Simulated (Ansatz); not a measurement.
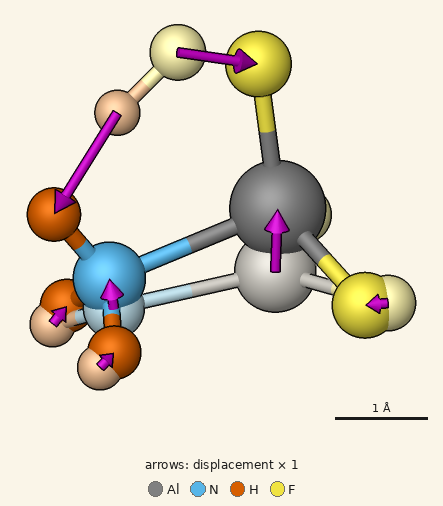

This is a relaxation of AlNH3F3. The starting structure is drawn faded, the final one solid; purple arrows show the displacements, at their true length. The two geometries are superimposed by the best rigid fit.

Style: ball-and-stick. Shown at a tilt.

The run prepares an end point of a later path (reaction) calculation, from a guessed geometry.

The calculation used RKS PBE-D4/cc-pVDZ in Ansatz.

Input
```yaml
crystal:
  periodic: [false, false, false]
  atoms:
    - { symbol: Al, position_ang: [0.017578, -0.188428, 0.190843] }
    - { symbol: "N", position_ang: [0.001401, -0.075103, 2.065151] }
    - { symbol: H, position_ang: [-0.790815, -0.485813, 2.568321] }
    - { symbol: H, position_ang: [0.876334, -0.268018, 2.563574] }
    - { symbol: F, position_ang: [1.503084, -0.155542, -0.615627] }
    - { symbol: F, position_ang: [-1.449502, -0.398243, -0.625827] }
    - { symbol: F, position_ang: [-0.307179, 2.60033, 0.809115] }
    - { symbol: H, position_ang: [-0.267902, 2.107317, 1.60665] }
basis:
  gaussian: { orbitals: cc-pVDZ }
hamiltonian:
  xc: pbe
  dispersion: d4
relax:
  f_tol: 0.03
  max_steps: 50
```

Run as
```bash
ansatz run input.yaml --threads 2 --pin off --max-ram 3072MiB --backend cpu --events-out ev --progress --plain --runs-dir out
```

> Which element moves most?

Hydrogen: up to 1.32 Å, against 0.95 Å for fluorine.

> Describe the change and its energy.

Over 13 accepted moves (14 points after the start) the energy falls by 2.280 eV. The largest force component goes from 1.4 to 0.0019 eV/Å. The line search rejected the trial step at point 10 of the run. The atom that moves furthest after the best rigid fit is H8 (1.32 Å). Largest moves by element: H 1.32 Å, F 0.95 Å, Al 0.73 Å, N 0.35 Å. Among the contacts that change: F7–H8 0.938 → 2.797 Å, N2–H8 2.246 → 1.031 Å, Al1–F7 2.875 → 1.708 Å, Al1–N2 1.878 → 2.038 Å. New bonds form, among them: Al1–F7 (2.87 → 1.71 Å), N2–H8 (2.25 → 1.03 Å). Bonds break, among them: F7–H8 (0.94 → 2.80 Å). Among the angles between lasting bonds that change: N2–Al1–F5 118.9° → 100.0°, Al1–N2–H3 118.2° → 111.4°, F5–Al1–F6 122.3° → 117.1°. The run took 26 s on 2 threads of Arm Neoverse V1 (shared host), peak memory 0.13 GiB.

Limits of the set-up: the start holds two separate molecules, 2.2 Å apart at their closest, whose relative position is a soft coordinate.
